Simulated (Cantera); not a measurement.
Charge: 1 mol SiC, 0.2 mol N₂O, 570 mol N₂, equilibrated at 0.240 Pa.

These are equilibrium values from Cantera (NASA tables, ideal gas, pure condensed phases), not measurements of a reactor. Candidate condensed phases: C, Si, SiC, SiO₂, Si₂N₂O, Si₃N₄; 34 gas species. Kinetics and transport are ignored.

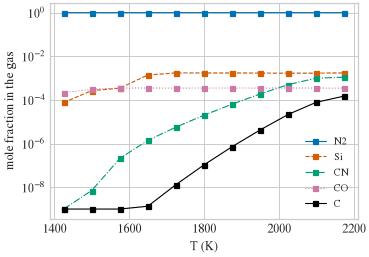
Figure: Equilibrium gas composition (values under 1e-9 drawn at 1e-9)

From 1425 K to 1575 K the condensed part is SiC(s). At 1650 K the condensed part is C(graphite) + SiC(s). From 1725 K to 2025 K the condensed part is C(graphite). From 2100 K to 2175 K nothing is condensed. The main Si-bearing gas is SiO at 1425 K and Si at 2175 K.
